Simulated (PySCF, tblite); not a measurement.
# C₄H₈BN₂O radical: geometry, infrared bands and EPR parameters

What infrared bands and EPR parameters should C₄H₈BN₂O radical (`CC(=O)N1BN[CH]C1`) show?

Programs: tblite 0.8.0 and PySCF 2.14.0, with density-fitted response routines of our own. Each step states its level of theory. These are calculated values for one molecule in the gas phase, unless marked as measured. Atoms are numbered from 0 throughout.

## Step 1: Starting geometry

16 atoms, charge 0, multiplicity 2; geometry from: force field or distance geometry start.

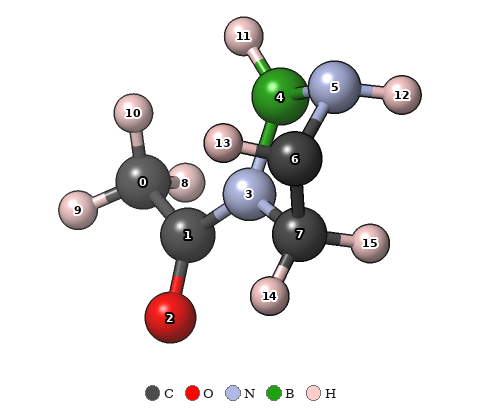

The starting geometry (carbon dark grey, oxygen red, nitrogen light blue, boron green, hydrogen pink), atoms numbered.

## Step 2: Optimising the geometry with GFN2-xTB

What the job is given:

```
{"job": {"kind": "relax", "xc": "GFN2-xTB", "basis": "xTB"}, "charge": 0, "multiplicity": 2}
C      2.378200     0.430700     0.459500
C      1.321600    -0.316000    -0.325000
O      1.681700    -1.018000    -1.321000
N     -0.044500    -0.255600     0.063100
B     -0.661200     0.507900     1.255100
N     -2.184400     0.401900     1.040100
C     -2.209400     0.200900    -0.400500
C     -1.186500    -0.913800    -0.543400
H      2.753300    -0.216300     1.294800
H      3.212400     0.699500    -0.191600
H      1.928100     1.362200     0.853900
H     -0.160300     1.395200     1.842500
H     -2.605300    -0.376100     1.571500
H     -1.751700     1.096700    -0.865000
H     -1.010200    -1.202600    -1.588800
H     -1.469400    -1.787500     0.110900
```

Started as:

```bash
$ OMP_NUM_THREADS=1 python probes_run.py task.json out
```

This one command runs all jobs of the session in turn.

Log:

```text
step      E/eV     max force
  0    -645.20534    3.729
  1    -645.59044    4.072
  2    -645.80951    0.987
  3    -645.92637    0.907
  4    -646.00253    0.527
  5    -646.03420    0.545
  6    -646.07537    0.452
  7    -646.11411    0.631
  8    -646.16204    0.527
  9    -646.20144    0.530
 10    -646.24429    0.554
 11    -646.28875    0.557
 12    -646.33804    0.567
 13    -646.40453    0.747
 14    -646.49886    0.934
 15    -646.63057    1.662
 16    -646.85373    1.860
 17    -647.14183    1.353
 18    -647.25799    1.399
 19    -646.37125    9.926
 20    -647.42730    1.502
 21    -647.52557    0.907
 22    -647.60477    1.047
 23    -647.67248    1.052
 24    -647.71830    0.659
 25    -647.74231    0.314
 26    -647.75653    0.304
 27    -647.76666    0.262
 28    -647.77548    0.375
 29    -647.78264    0.209
 30    -647.78833    0.173
 31    -647.79298    0.224
 32    -647.79692    0.188
 33    -647.80173    0.194
 34    -647.80847    0.214
 35    -647.81619    0.302
 36    -647.82289    0.290
 37    -647.82906    0.194
 38    -647.83579    0.197
 39    -647.84273    0.236
 40    -647.84963    0.307
 41    -647.85522    0.270
 42    -647.86075    0.218
 43    -647.86618    0.173
 44    -647.87290    0.177
 45    -647.87626    0.167
 46    -647.88014    0.140
 47    -647.88309    0.140
 48    -647.88613    0.144
 49    -647.88887    0.135
 50    -647.89191    0.131
 51    -647.89624    0.154
 52    -647.90027    0.155
 53    -647.90345    0.111
 54    -647.90535    0.096
 55    -647.90673    0.102
 56    -647.90821    0.093
 57    -647.90960    0.086
 58    -647.91065    0.062
 59    -647.91129    0.052
 60    -647.91164    0.043
 61    -647.91210    0.048
 62    -647.91258    0.055
 63    -647.91308    0.047
 64    -647.91355    0.047
 65    -647.91402    0.058
 66    -647.91449    0.076
 67    -647.91501    0.080
 68    -647.91553    0.063
 69    -647.91591    0.036
 70    -647.91616    0.038
 71    -647.91637    0.035
 72    -647.91661    0.040
 73    -647.91684    0.042
 74    -647.91703    0.031
 75    -647.91717    0.029
 76    -647.91734    0.028
 77    -647.91755    0.037
 78    -647.91779    0.053
 79    -647.91805    0.052
 80    -647.91836    0.040
 81    -647.91877    0.051
 82    -647.91933    0.059
 83    -647.92000    0.062
 84    -647.92069    0.051
 85    -647.92130    0.050
 86    -647.92165    0.053
 87    -647.92187    0.090
 88    -647.92218    0.039
 89    -647.92235    0.026
 90    -647.92248    0.023
 91    -647.92258    0.028
 92    -647.92268    0.030
 93    -647.92277    0.026
 94    -647.92288    0.022
 95    -647.92298    0.017
 96    -647.92306    0.017
 97    -647.92311    0.018
 98    -647.92315    0.017
 99    -647.92319    0.015
100    -647.92323    0.014
101    -647.92328    0.020
102    -647.92334    0.023
103    -647.92343    0.023
104    -647.92351    0.024
105    -647.92357    0.020
106    -647.92362    0.020
107    -647.92368    0.017
108    -647.92378    0.029
109    -647.92386    0.017
110    -647.92392    0.018
111    -647.92395    0.015
112    -647.92398    0.012
113    -647.92402    0.010
114    -647.92403    0.007
```

Wall time 0.69 s (1 thread of Arm Neoverse V1, shared host).

Relaxation path: (not every step is listed)

```
step  energy from step 0 (eV)  largest force (eV/Å)
   0                   0.0000                3.7291
   1                  -0.3851                4.0718
   2                  -0.6042                0.9873
   3                  -0.7210                0.9068
   4                  -0.7972                0.5267
   5                  -0.8289                0.5454
   6                  -0.8700                0.4521
   7                  -0.9088                0.6312
   8                  -0.9567                0.5268
  18                  -2.0526                1.3991
  28                  -2.5701                0.3747
  38                  -2.6304                0.1969
  48                  -2.6808                0.1436
  58                  -2.7053                0.0622
  68                  -2.7102                0.0631
  78                  -2.7124                0.0532
  88                  -2.7168                0.0394
  98                  -2.7178                0.0167
 108                  -2.7184                0.0292
 109                  -2.7185                0.0166
 110                  -2.7186                0.0179
 111                  -2.7186                0.0149
 112                  -2.7186                0.0121
 113                  -2.7187                0.0100
 114                  -2.7187                0.0067
```

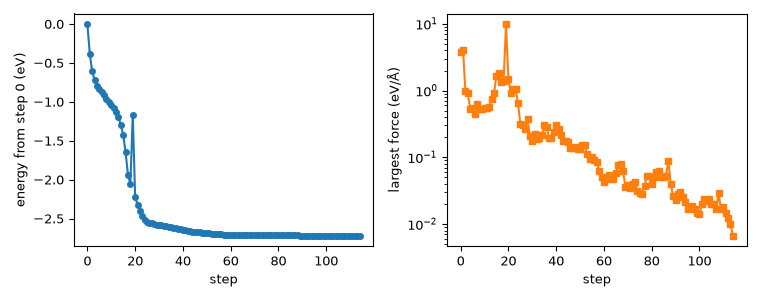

Energy and largest force along the relaxation.

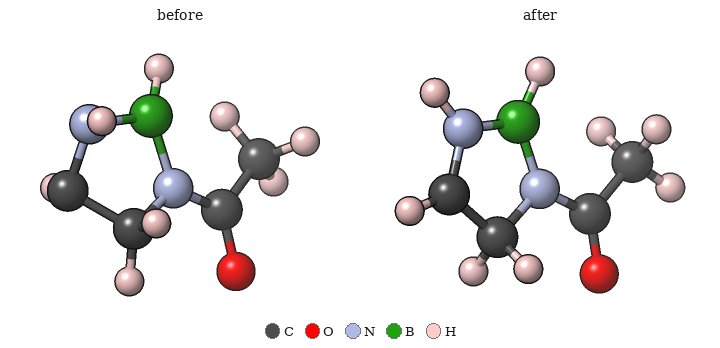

Before and after, at one scale.

Close pairs (by a distance rule), those that changed most:

| bond | before (Å) | after (Å) | change (Å) |
| --- | --- | --- | --- |
| B4–N5 | 1.542 | 1.411 | -0.131 |
| N3–B4 | 1.544 | 1.436 | -0.108 |
| N5–C6 | 1.455 | 1.364 | -0.091 |
| C1–N3 | 1.421 | 1.366 | -0.056 |
| C1–O2 | 1.271 | 1.218 | -0.053 |
| C6–C7 | 1.520 | 1.480 | -0.040 |
| C6–H13 | 1.108 | 1.069 | -0.039 |
| C0–H8 | 1.121 | 1.087 | -0.034 |

The end geometry stands in the next job.

## Step 3: Harmonic vibrations with GFN2-xTB

What the job is given:

```
{"job": {"kind": "ir", "xc": "GFN2-xTB", "basis": "xTB"}, "charge": 0, "multiplicity": 2}
C      2.399649     0.288228     0.589655
C      1.348699    -0.318137    -0.310744
O      1.619846    -0.966496    -1.304985
N      0.054273    -0.091848     0.061812
B     -0.531688     0.623284     1.160816
N     -1.927692     0.496304     0.998260
C     -2.244955    -0.233799    -0.108960
C     -0.995549    -0.659538    -0.778081
H      2.301820    -0.107806     1.597118
H      3.382163     0.045662     0.194809
H      2.279463     1.367716     0.629845
H      0.002333     1.195071     2.017618
H     -2.669014     0.865107     1.572499
H     -3.245447    -0.455670    -0.413991
H     -0.899606    -0.285969    -1.809378
H     -0.881895    -1.753164    -0.840221
```

Log:

```text
mode    cm-1     km/mol
  1     102.2      3.28
  2     115.6      0.30
  3     144.9      0.10
  4     198.8     37.20
  5     207.5      4.45
  6     294.5      0.39
  7     371.9      3.71
  8     430.0      0.72
  9     509.1      5.40
 10     575.8     11.36
 11     616.3     10.06
 12     662.2      5.03
 13     701.0    116.84
 14     729.5      0.62
 15     834.2      2.09
 16     926.0      1.86
 17     936.4      8.29
 18     981.8     31.41
 19    1001.0     28.24
 20    1032.2      7.18
 21    1075.3      1.96
 22    1100.8      0.61
 23    1100.9     43.04
 24    1175.8     38.34
 25    1219.1     44.75
 26    1277.3     75.77
 27    1337.7    258.40
 28    1357.5    162.86
 29    1361.9     69.61
 30    1369.9     24.47
 31    1452.8      8.65
 32    1459.6     16.64
 33    1462.8      8.73
 34    1704.5    584.53
 35    2730.2    106.55
 36    2806.4     19.80
 37    2868.4     31.45
 38    3034.5     17.25
 39    3038.8      9.16
 40    3061.2     11.63
 41    3180.7      7.54
 42    3470.1      5.80
```

Wall time 0.47 s (1 thread of Arm Neoverse V1, shared host).

Which atoms move in the most intense modes:

| cm⁻¹ | km/mol | atoms |
| --- | --- | --- |
| 701 | 116.8 | H11 42 %, H12 27 %, B4 20 % |
| 1219 | 44.8 | N3 34 %, C7 29 %, B4 17 % |
| 1277 | 75.8 | C1 23 %, C7 15 %, H15 15 %, H14 15 % |
| 1338 | 258.4 | C6 32 %, H13 13 %, N5 13 %, H12 13 % |
| 1358 | 162.9 | N3 44 %, C1 20 % |
| 1362 | 69.6 | N5 46 %, C6 29 % |
| 1704 | 584.5 | C1 64 %, O2 34 % |
| 2730 | 106.5 | H11 91 % |

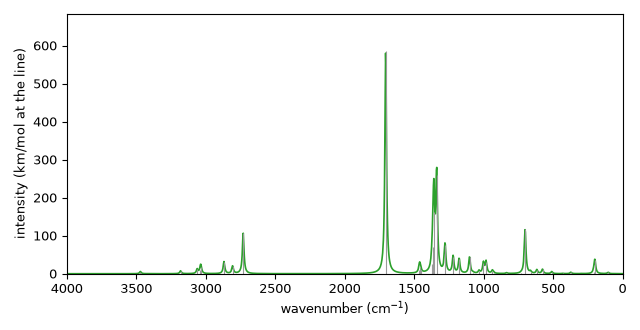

The infrared spectrum from these modes, unscaled. Lines are broadened to a width of 14 cm⁻¹ (Lorentzian).

## Step 4: EPR parameters: B3LYP/pcH-1

Same as in step 3 but for these lines:

```diff
@@ -1,2 +1,2 @@
-{"job": {"kind": "ir", "xc": "GFN2-xTB", "basis": "xTB"}, "charge": 0, "multiplicity": 2}
+{"job": {"kind": "epr", "basis": "pcH-1"}, "charge": 0, "multiplicity": 2}
 C      2.399649     0.288228     0.589655
```

Level: UKS B3LYP, pcH-1 on B C H N O, non-relativistic, mean-field spin-orbit, GIAO.

Log:

```text
UKS, coarse grid
  cycle   1  E = -366.72334060  |g| = 6.43e-01
  cycle   2  E = -366.18291482  |g| = 1.33e+00
  cycle   3  E = -366.87260484  |g| = 1.85e-01
  cycle   4  E = -366.88633671  |g| = 7.58e-02
  cycle   5  E = -366.88854318  |g| = 2.39e-02
  cycle   6  E = -366.88879066  |g| = 5.93e-03
  cycle   7  E = -366.88881062  |g| = 1.94e-03
  cycle   8  E = -366.88881487  |g| = 1.12e-03
  cycle   9  E = -366.88881517  |g| = 4.79e-04
UKS, final grid
  cycle   1  E = -366.88880518  |g| = 7.96e-04
  cycle   2  E = -366.88880457  |g| = 1.48e-03
  cycle   3  E = -366.88880543  |g| = 1.42e-04
  cycle   4  E = -366.88880544  |g| = 2.75e-05
E = -366.88880544 Eh   <S^2> = 0.7542 (exact 0.7500)
g shifts (ppm)      1          2          3
  rmc          -151       -151       -151
  gc             -1         30         29
  oz_so         -17        459       1059
  total        -169        337        937
hyperfine (MHz)  atom isotope    a_iso     a_fc   dipolar eigenvalues
    0   13C      -0.82      -0.82     -0.27     -0.18      0.45
    1   13C       0.02       0.02     -1.88     -1.05      2.93
    2   17O      -0.68      -0.68     -3.97      1.81      2.16
    3   14N       0.11       0.11     -1.18     -0.47      1.66
    4   11B       4.26       4.26     -8.31     -4.73     13.04
    5   14N      -3.74      -3.74     -4.82     -4.07      8.89
    6   13C      73.55      73.55    -71.28    -70.30    141.58
    7   13C     -34.66     -34.66     -1.10     -0.34      1.44
    8    1H       1.26       1.26     -0.95     -0.73      1.69
    9    1H      -0.02      -0.02     -0.59     -0.51      1.10
   10    1H       1.26       1.26     -0.95     -0.73      1.69
   11    1H     -11.22     -11.22     -5.26     -1.04      6.30
   12    1H      -6.25      -6.25     -5.88     -4.29     10.17
   13    1H     -59.92     -59.92    -34.77      1.33     33.44
   14    1H     116.89     116.89     -4.08     -3.18      7.26
   15    1H     117.19     117.19     -4.07     -3.15      7.22
```

Wall time 71 s (1 thread of Arm Neoverse V1, shared host); peak memory 0.97 GiB.

Principal g values 2.00215, 2.00266, 2.00326; g(iso) = 2.00269, against 2.00232 for a free electron.

Mean a(iso) over the nuclei that a row names, and the largest dipolar term of the row (other rows stand at the frozen geometry):

| nuclei | isotope | a(iso) (MHz) | a(iso) (G, at g = 2.0023) | largest dipolar term (MHz) |
| --- | --- | --- | --- | --- |
| H14, H15 | 1H | 117.0 | 41.8 | 7.3 |
| C6 | 13C | 73.6 | 26.2 | 141.6 |
| H13 | 1H | -59.9 | -21.4 | -34.8 |
| C7 | 13C | -34.7 | -12.4 | 1.4 |
| H11 | 1H | -11.2 | -4.0 | 6.3 |
| H12 | 1H | -6.3 | -2.2 | 10.2 |
| B4 | 11B | 4.3 | 1.5 | 13.0 |
| N5 | 14N | -3.7 | -1.3 | 8.9 |
| H8, H9, H10 | 1H | 0.8 | 0.3 | 1.7 |
| C0 | 13C | -0.8 | -0.3 | 0.5 |
| O2 | 17O | -0.7 | -0.2 | -4.0 |
| N3 | 14N | 0.1 | 0.0 | 1.7 |
| C1 | 13C | 0.0 | 0.0 | 2.9 |

Mulliken spin populations:

C0 0.00; C1 0.01; O2 0.01; N3 0.01; B4 0.13; N5 0.03; C6 0.84; C7 -0.08; H8 0.00; H9 0.00; H10 0.00; H11 -0.01; H12 0.00; H13 -0.04; H14 0.05; H15 0.05

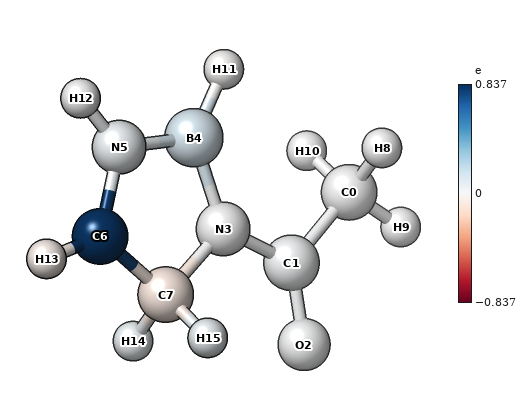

Mulliken spin populations, as colours on the atoms.

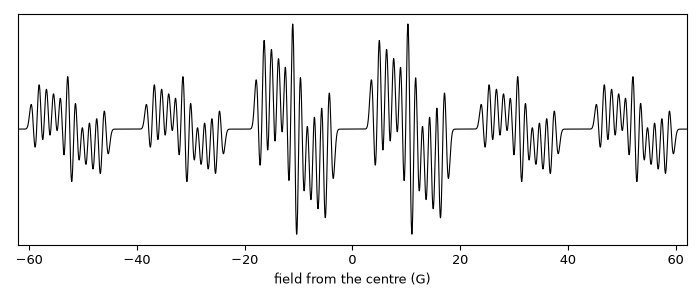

First-order isotropic spectrum (first derivative, main isotopes with spin only, couplings over 0.8 MHz, Gaussian width 0.3 G; couplings of the frozen geometry, rotation of groups not averaged beyond the rows shown).

Orbitals, density, ELF and potential are computed afterwards from the orbital file.

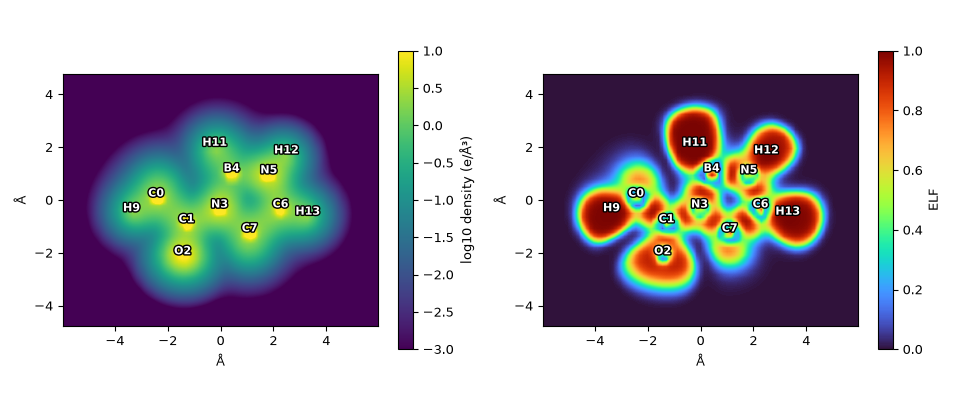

Density (left) and ELF (right) in a plane through or near 12 of the atoms.

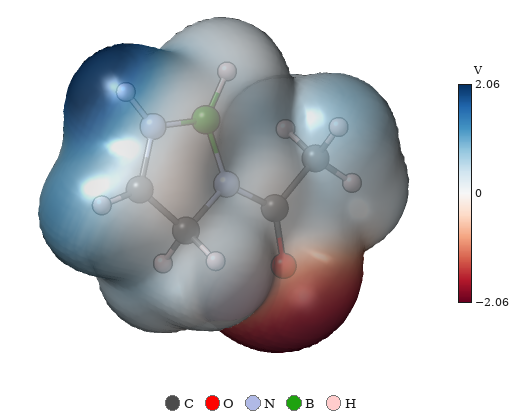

Electrostatic potential on the surface of density 0.002 e/bohr³; red is low, blue high. It runs from -2.01 V near O2 to 2.06 V near H12.

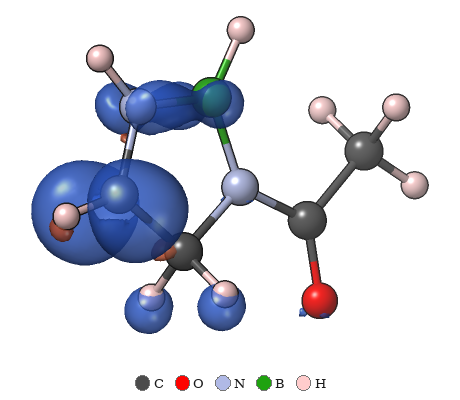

Spin density at ±0.04 e/Å³ (alpha excess blue, beta excess red).

## Step 5: Outcome

```
                                                                  quantity                      value
                                 strongest single infrared mode (GFN2-xTB)      1704 cm⁻¹, 585 km/mol
                                              zero-point energy (GFN2-xTB)              77.2 kcal/mol
                                                            g(iso) (B3LYP)                    2.00269
                                                                      ⟨S²⟩         0.754 (exact 0.75)
                                        largest a(iso) (averaged by class)  1H on H14, H15, 117.0 MHz
potential on the surface of density 0.002 e/bohr³, 1st and 99th percentile         -2.01 V and 2.06 V
```

In words: Relaxing lowered the energy by 2.719 eV in 114 steps; the close pair that moved most is B4–N5, from 1.542 to 1.411 Å. All 42 modes are real, so the xTB geometry is a minimum. The strongest single mode, at 1704 cm⁻¹, moves mainly C1 and O2. Unscaled tight-binding wavenumbers are off by several per cent, some by more. Its intensities can rank the bands wrongly. C6 carries the largest spin population, 0.84 e. The isotropic g lies 0.4 ppt above the free-electron value.
